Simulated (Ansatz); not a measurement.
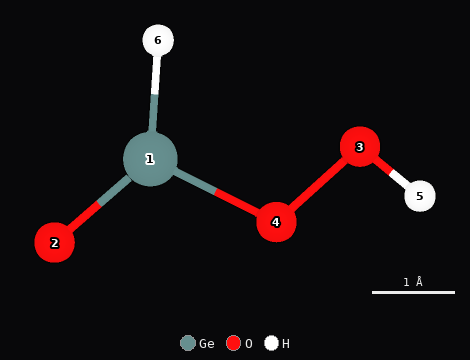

*The starting structure (ball-and-stick view, seen at a tilt; atoms are numbered from 1 in the order of the input). Sticks mark near contacts.*

Bond lengths as drawn: Ge–H 1.46 Å, Ge–O 1.61 to 1.77 Å, H–O 0.97 Å and O–O 1.43 Å.

Run report: GeH$_{2}$O$_{3}$, geometry relaxation (part 1 of 2)

- system: GeH$_{2}$O$_{3}$
- method: RKS PBE-D4/def2-SVP (Ansatz 0.2.0)

The geometry: GFN1-xTB start. Figures and captions count atoms from 1; the log counts them from 0 in places.

Input file:
```yaml
crystal:
  periodic: [false, false, false]
  atoms:
    - {symbol: Ge, position_ang: [-0.952270, -0.070920, 0.558250]}
    - {symbol: O, position_ang: [-1.455980, -0.881160, 1.856490]}
    - {symbol: O, position_ang: [1.162170, 0.363590, -1.044190]}
    - {symbol: O, position_ang: [0.738140, -0.365940, 0.107080]}
    - {symbol: H, position_ang: [2.087080, 0.075520, -1.113500]}
    - {symbol: H, position_ang: [-1.579130, 0.878920, -0.364130]}
basis:
  gaussian: {orbitals: def2-SVP}
hamiltonian: {xc: pbe, dispersion: d4}
scf: {omitted_lower_state_checks: [starts]}
output: {orbitals: {seedname: orbitals}}
relax: {f_tol: 0.02, max_steps: 100}
```

Hardware: 4 threads of Arm Neoverse V2, 23 GiB of memory available, shared host.

Run as:
```bash
ansatz run in.yaml --threads 4 --pin off --events-out ev --progress --plain --max-ram 3916MiB
```

The program's output:
```
Functional definition: PBE
  name "PBE"
  cite "Perdew, Burke & Ernzerhof, Phys. Rev. Lett. 77, 3865 (1996) doi:10.1103/PhysRevLett.77.3865"
  parent pbe
  parameter kappa = 0.804
  parameter beta = 0.06672455060314922
  exchange = pbe_x(kappa = kappa, mu = beta*pi^2/3)
  correlation = pbe_c(beta = beta)
these checks for a lower state are left out or cut short: starts
896 factors; their error is unknown
mean field evaluation 1: about -62649.7266 eV, gradient 8.0e1 eV
mean field evaluation 2: about -62489.4842 eV, gradient 2.1e2 eV
mean field evaluation 4: about -62660.5708 eV, gradient 2.3e1 eV
mean field evaluation 8: about -62661.9040 eV, gradient 7.3e-1 eV
mean field evaluation 16: about -62661.8514 eV, gradient 6.7e-4 eV
mean field -62661.85135273 eV, -2302.7805634846 hartree, gradient 5.4e-5 eV, S^2 0.000000; 0 other end points of the search recorded, 0 dependent functions left out
the calculation of the forces begins
reference -62661.85138177 eV, -2302.7805645515 hartree; 29, 29 occupied and 55, 55 virtual orbitals, 896 factors
relax step   1: F+E_penalty+E_count = -62661.95014207 eV  Δ(F+E_penalty+E_count) = +0.000e0 eV  max|allowed force component| = 1.463e0 eV/Å  Δτ_max = 0.0000 Å  (28 SCF iters, accepted)
these checks for a lower state are left out or cut short: starts, cluster_reference, orbital_swaps, neighbouring_geometries, increment
896 factors; their error is unknown
mean field -62661.97213412 eV, -2302.7850021185 hartree, gradient 8.8e-5 eV, S^2 0.000000; 0 other end points of the search recorded, 0 dependent functions left out
[... from here on the field's lines of each further geometry are left out, up to the last ...]
relax step   2: F+E_penalty+E_count = -62662.07031452 eV  Δ(F+E_penalty+E_count) = -1.202e-1 eV  max|allowed force component| = 5.319e-1 eV/Å  Δτ_max = 0.0449 Å  (27 SCF iters, accepted)
relax step   3: F+E_penalty+E_count = -62662.10335754 eV  Δ(F+E_penalty+E_count) = -3.304e-2 eV  max|allowed force component| = 1.313e-1 eV/Å  Δτ_max = 0.0590 Å  (31 SCF iters, accepted)
relax step   4: F+E_penalty+E_count = -62662.10587514 eV  Δ(F+E_penalty+E_count) = -2.518e-3 eV  max|allowed force component| = 7.683e-2 eV/Å  Δτ_max = 0.0258 Å  (29 SCF iters, accepted)
relax step   5: F+E_penalty+E_count = -62662.10613884 eV  Δ(F+E_penalty+E_count) = -2.637e-4 eV  max|allowed force component| = 3.442e-2 eV/Å  Δτ_max = 0.0182 Å  (29 SCF iters, accepted)
relax step   6: F+E_penalty+E_count = -62662.10648671 eV  Δ(F+E_penalty+E_count) = -3.479e-4 eV  max|allowed force component| = 1.246e-2 eV/Å  Δτ_max = 0.0095 Å  (29 SCF iters, accepted)
relax step   7: F+E_penalty+E_count = -62662.10657555 eV  Δ(F+E_penalty+E_count) = -8.884e-5 eV  max|allowed force component| = 8.633e-3 eV/Å  Δτ_max = 0.0053 Å  (30 SCF iters, accepted)
relax step   8: F+E_penalty+E_count = -62662.10671254 eV  Δ(F+E_penalty+E_count) = -1.370e-4 eV  max|allowed force component| = 9.689e-3 eV/Å  Δτ_max = 0.0069 Å  (30 SCF iters, accepted)
relax step   9: F+E_penalty+E_count = -62662.10693630 eV  Δ(F+E_penalty+E_count) = -2.238e-4 eV  max|allowed force component| = 1.259e-2 eV/Å  Δτ_max = 0.0088 Å  (29 SCF iters, accepted)
relax step  10: F+E_penalty+E_count = -62662.10730105 eV  Δ(F+E_penalty+E_count) = -3.648e-4 eV  max|allowed force component| = 1.711e-2 eV/Å  Δτ_max = 0.0112 Å  (29 SCF iters, accepted)
relax step  11: F+E_penalty+E_count = -62662.10788921 eV  Δ(F+E_penalty+E_count) = -5.882e-4 eV  max|allowed force component| = 2.667e-2 eV/Å  Δτ_max = 0.0143 Å  (29 SCF iters, accepted)
relax step  12: F+E_penalty+E_count = -62662.10881894 eV  Δ(F+E_penalty+E_count) = -9.297e-4 eV  max|allowed force component| = 4.306e-2 eV/Å  Δτ_max = 0.0181 Å  (27 SCF iters, accepted)
relax step  13: F+E_penalty+E_count = -62662.11040157 eV  Δ(F+E_penalty+E_count) = -1.583e-3 eV  max|allowed force component| = 4.045e-1 eV/Å  Δτ_max = 0.0497 Å  (30 SCF iters, accepted)
relax step  14: F+E_penalty+E_count = -62662.04488977 eV  Δ(F+E_penalty+E_count) = +6.551e-2 eV  max|allowed force component| = 2.401e0 eV/Å  Δτ_max = 0.1955 Å  (33 SCF iters, rejected (line search))
relax step  15: F+E_penalty+E_count = -62662.12004496 eV  Δ(F+E_penalty+E_count) = -9.643e-3 eV  max|allowed force component| = 2.969e-1 eV/Å  Δτ_max = 0.0969 Å  (32 SCF iters, accepted)
relax step  16: F+E_penalty+E_count = -62662.12407228 eV  Δ(F+E_penalty+E_count) = -4.027e-3 eV  max|allowed force component| = 1.343e-1 eV/Å  Δτ_max = 0.0378 Å  (27 SCF iters, accepted)
relax step  17: F+E_penalty+E_count = -62662.12759055 eV  Δ(F+E_penalty+E_count) = -3.518e-3 eV  max|allowed force component| = 2.396e-1 eV/Å  Δτ_max = 0.0437 Å  (27 SCF iters, accepted)
relax step  18: F+E_penalty+E_count = -62662.13039064 eV  Δ(F+E_penalty+E_count) = -2.800e-3 eV  max|allowed force component| = 2.900e-1 eV/Å  Δτ_max = 0.0412 Å  (28 SCF iters, accepted)
relax step  19: F+E_penalty+E_count = -62662.13210137 eV  Δ(F+E_penalty+E_count) = -1.711e-3 eV  max|allowed force component| = 2.538e-1 eV/Å  Δτ_max = 0.0345 Å  (28 SCF iters, accepted)
relax step  20: F+E_penalty+E_count = -62662.04767201 eV  Δ(F+E_penalty+E_count) = +8.443e-2 eV  max|allowed force component| = 1.789e0 eV/Å  Δτ_max = 0.1921 Å  (33 SCF iters, rejected (line search))
relax step  21: F+E_penalty+E_count = -62662.13397810 eV  Δ(F+E_penalty+E_count) = -1.877e-3 eV  max|allowed force component| = 8.988e-2 eV/Å  Δτ_max = 0.0320 Å  (27 SCF iters, accepted)
relax step  22: F+E_penalty+E_count = -62662.13464213 eV  Δ(F+E_penalty+E_count) = -6.640e-4 eV  max|allowed force component| = 1.673e-1 eV/Å  Δτ_max = 0.0428 Å  (28 SCF iters, accepted)
the calculation of the forces begins
reference -62662.03696911 eV, -2302.7873847605 hartree; 29, 29 occupied and 55, 55 virtual orbitals, 896 factors
relax step  23: F+E_penalty+E_count = -62662.13530237 eV  Δ(F+E_penalty+E_count) = -6.602e-4 eV  max|allowed force component| = 1.096e-2 eV/Å  Δτ_max = 0.0062 Å  (28 SCF iters, accepted)
```

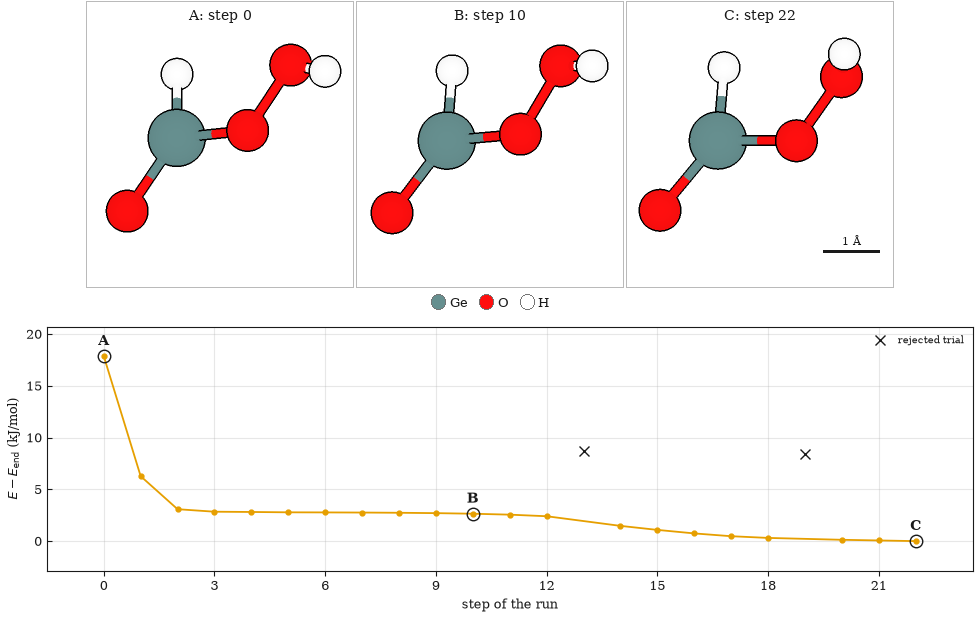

*Frames of the relaxation (ball-and-stick view, seen at a tilt) above the curves, on which the letters mark them (the first geometry is step 0 here and step 1 in the log).*

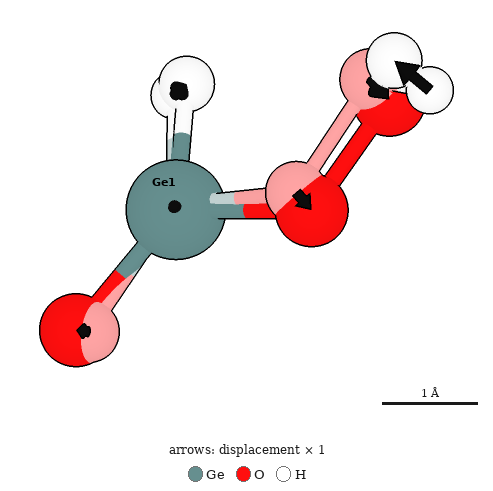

*Start (faint) and end (solid) with the displacements as black arrows, at true length (ball-and-stick view, seen at a tilt). The two geometries are laid on each other by the best rigid fit.*

The energy falls by 17.9 kJ/mol in 22 geometry steps. The largest force component goes from 1.5 to 0.011 eV/Å. The line search rejected the trial steps at points 13, 19 (counted from 0) and went back. The largest move after the best rigid fit is that of H5, 0.49 Å. By element the largest moves are H 0.49 Å, O 0.34 Å, Ge 0.10 Å. Distances before and after: Ge1–H6 1.465 → 1.551 Å, Ge1–O4 1.774 → 1.827 Å, Ge1–O2 1.611 → 1.648 Å, O3–O4 1.427 → 1.459 Å. Among the angles that change: Ge1–O4–O3 113.8° → 107.3°, O2–Ge1–O4 114.8° → 120.6°, O4–Ge1–H6 110.8° → 105.5°. (Atoms are counted from 1 in the order of the input.)

```
these checks for a lower state are left out or cut short: starts
896 factors; their error is unknown
mean field -62662.03694102 eV, -2302.7873837283 hartree, gradient 8.3e-5 eV, S^2 0.000000; 0 other end points of the search recorded, 0 dependent functions left out
the calculation of the forces begins
reference -62662.03696911 eV, -2302.7873847605 hartree; 29, 29 occupied and 55, 55 virtual orbitals, 896 factors
Total energy: -62662.13533046 eV, -2302.7909994734 hartree
Atom 0 at    -0.871534    -0.113189     0.605855 Å, force     0.004908     0.007521    -0.010115 eV/Å
Atom 1 at    -1.568792    -0.819968     1.920644 Å, force    -0.006374    -0.007270     0.010959 eV/Å
Atom 2 at     1.065049     0.071783    -1.200932 Å, force     0.003474     0.004238    -0.002736 eV/Å
Atom 3 at     0.803362    -0.602890     0.065839 Å, force    -0.000093    -0.001644     0.004372 eV/Å
Atom 4 at     1.913267     0.510657    -0.974880 Å, force    -0.006494    -0.001791    -0.001405 eV/Å
Atom 5 at    -1.341343     0.953618    -0.416526 Å, force     0.004579    -0.001053    -0.001076 eV/Å
Dipole moment:     0.335949     0.581814    -0.476278 e Å
Checks for a lower state left out: starts
```

Trajectory as extended XYZ (Å, eV, eV/Å), 23 frames, from step=1 to step=23:
```
6
Properties=species:S:1:pos:R:3:forces:R:3 step=1 energy=-62661.95014
Ge   -0.9523   -0.0709    0.5583    0.5106  -0.0470  -0.1878
O    -1.4560   -0.8812    1.8565   -0.6959  -0.8657   1.4632
O     1.1622    0.3636   -1.0442   -0.3584   0.7336  -0.7821
O     0.7381   -0.3659    0.1071    0.8224  -0.6083   0.3840
H     2.0871    0.0755   -1.1135    0.3218  -0.2245   0.1384
H    -1.5791    0.8789   -0.3641   -0.6005   1.0120  -1.0157
6
Properties=species:S:1:pos:R:3:forces:R:3 step=2 energy=-62662.07031
Ge   -0.9422   -0.0867    0.5746    0.0380   0.0856  -0.1295
O    -1.4848   -0.8944    1.8866   -0.3123  -0.2921   0.5319
O     1.1493    0.3719   -1.0510   -0.1310   0.4064  -0.4680
O     0.7644   -0.3817    0.1159    0.4463  -0.3726   0.2644
H     2.0811    0.0879   -1.1258    0.0798  -0.0849   0.0746
H    -1.5678    0.9030   -0.4003   -0.1207   0.2575  -0.2734
6
Properties=species:S:1:pos:R:3:forces:R:3 step=3 energy=-62662.10336
Ge   -0.9266   -0.1065    0.5922   -0.1138  -0.0143   0.0805
O    -1.5361   -0.8934    1.9096    0.0280   0.0900  -0.1313
O     1.1199    0.3827   -1.0571    0.0093   0.0452  -0.0647
O     0.7994   -0.4064    0.1321    0.0869  -0.0688   0.0427
H     2.0593    0.1169   -1.1487   -0.0583   0.0118   0.0156
H    -1.5159    0.9066   -0.4282    0.0478  -0.0639   0.0573
6
Properties=species:S:1:pos:R:3:forces:R:3 step=4 energy=-62662.10588
Ge   -0.9190   -0.1104    0.5970   -0.0546  -0.0202   0.0411
O    -1.5512   -0.8866    1.9081    0.0245   0.0544  -0.0768
O     1.1054    0.3849   -1.0548    0.0244  -0.0146   0.0031
O     0.8099   -0.4177    0.1377    0.0066   0.0013  -0.0048
H     2.0464    0.1299   -1.1557   -0.0320   0.0182  -0.0035
H    -1.4914    0.8999   -0.4324    0.0311  -0.0391   0.0409
```
